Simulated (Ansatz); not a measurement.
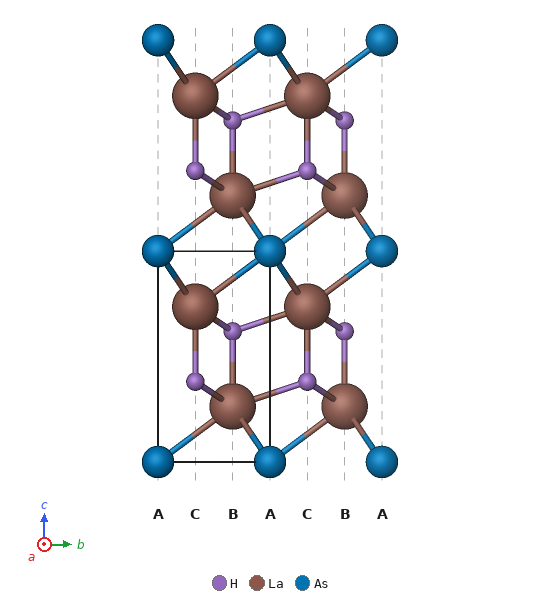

Projection along an edge of the hexagonal mesh, stacking direction c upwards. The dashed lines mark the three columns A (0, 0), B (1/3, 2/3) and C (2/3, 1/3). The sequence starts with the first layer at or above the cell's origin.

La2AsH2 (space group P-3m1, No. 164): the end point of a relaxation with DFT, PAW plane waves, pbe+U, spin-orbit (Ansatz); the starting structure was generated, so it need not be a known form of this composition.

> Give the sequence of layers in one repeat, with element and column.

As(A) – La(B) – H(C) – H(B) – La(C) (five layers in 6.87 Å).
